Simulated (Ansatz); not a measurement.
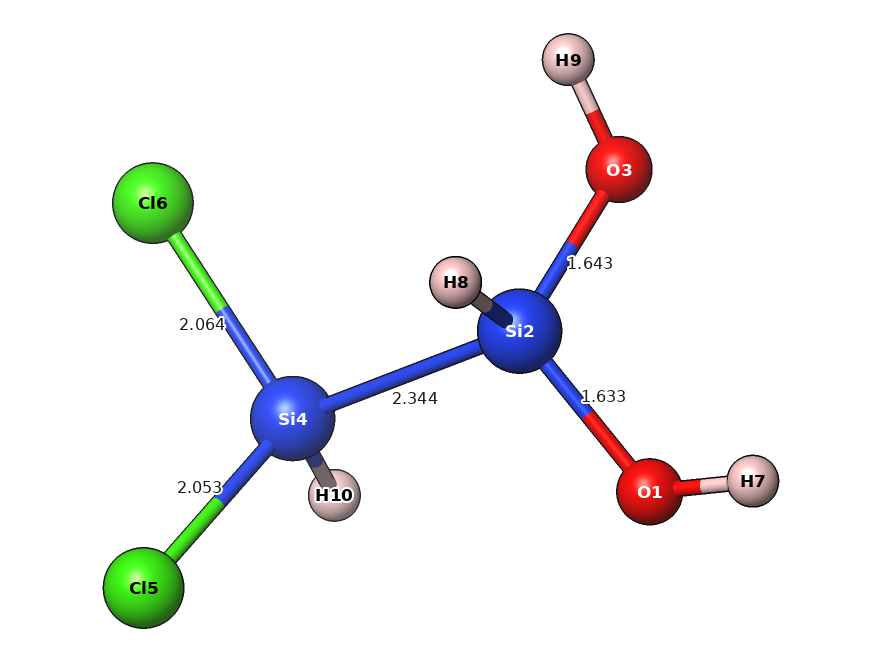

The numbers beside the sticks are distances in Å. Sticks don't show bond order. Computed geometry: PBE0-D4/def2-TZVP optimisation. No frequency run is at hand to confirm it as a minimum.

### Assign a bond order to each marked bond.

O1–Si2 single; Si2–O3 single; Si2–Si4 single; Si4–Cl5 single; Si4–Cl6 single.

### Give the structure as SMILES.

O[SiH](O)[SiH](Cl)Cl
